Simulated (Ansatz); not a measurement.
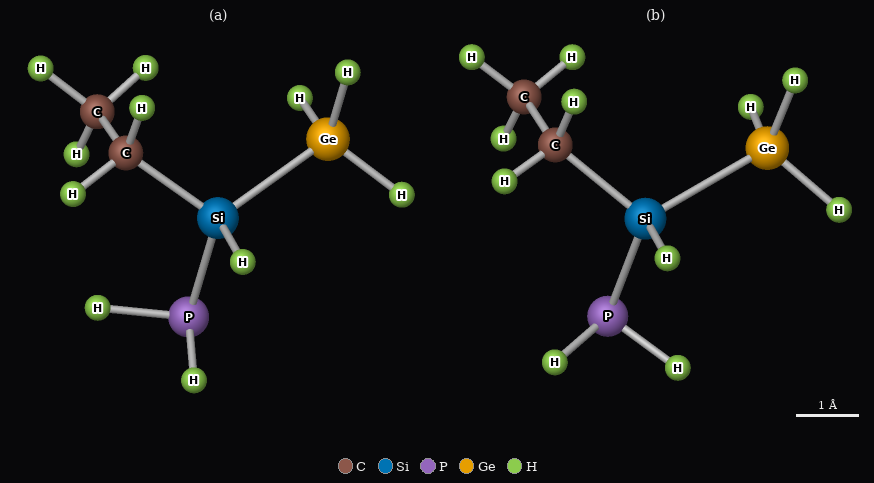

The structure of C2H11GePSi before (left) and after (right) a relaxation, at one scale.

Style: ball-and-stick. Shown face on.

The run prepares an end point of a later path (inversion) calculation, from a guessed geometry.

Method: Ansatz, RHF/def2-SVP. (no spin polarisation; force threshold 0.015 eV/Å; at most 40 steps)

Q: Summarise the run.

A: Over 17 accepted moves (20 points after the start) the energy falls by 71.7 kJ/mol. Largest force component: 3.2 eV/Å at the start, 0.011 eV/Å at the end. The line search rejected the trial steps at points 6, 12, 13 of the run. The largest moves after the best rigid fit, 1.11 Å, are those of H atoms. By element the largest moves are H 1.11 Å, P 0.29 Å, C 0.29 Å, Si 0.18 Å, Ge 0.15 Å. Some distances before and after: Ge–Si 2.313 → 2.420 Å, P–Si 2.196 → 2.290 Å, C–H 1.182 → 1.092 Å, H–P 1.494 → 1.414 Å. Among the angles between lasting bonds that change: C–C–Si 109.1° → 116.3°, P–Si–H 105.1° → 110.9°, H–C–H 113.1° → 107.4°. Groups turn about P–Si by about 55°. Cost: 79 s on 2 threads of Intel(R) Xeon(R) Platinum 8488C (Sapphire Rapids), on a shared host, peak memory 0.48 GiB.

Limits of the set-up: Hartree-Fock leaves out electron correlation.
